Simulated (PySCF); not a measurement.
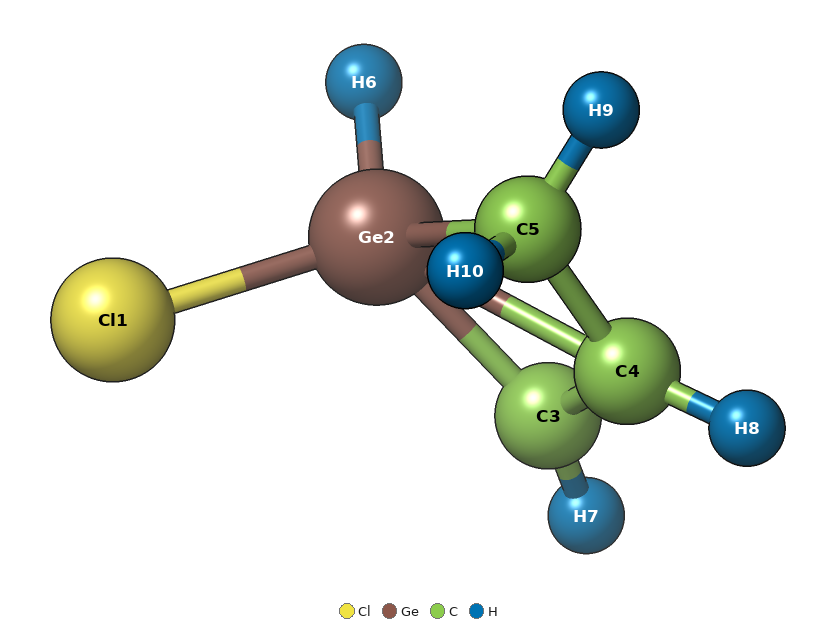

The computed structure is the end point of a PBE0-D3(BJ)/def2-SVP optimisation. No frequency run is at hand to confirm it as a minimum. Method: delta-SCF UKS B3LYP, pcX-2 on the ionised atom, pcseg-1 elsewhere, spin-free X2C (PySCF 2.14.0).

Give the core-electron binding energies (to vacuum; p and d levels without spin–orbit splitting) of Cl1 1s, Cl1 2p, C3 1s, C4 1s, C5 1s.

```json
{"atom": "Cl1", "level": "1s", "binding energy (eV)": "2825.4"}
{"atom": "Cl1", "level": "2p", "binding energy (eV)": "205.4"}
{"atom": "C3", "level": "1s", "binding energy (eV)": "290.3"}
{"atom": "C4", "level": "1s", "binding energy (eV)": "291.1"}
{"atom": "C5", "level": "1s", "binding energy (eV)": "290.6"}
```
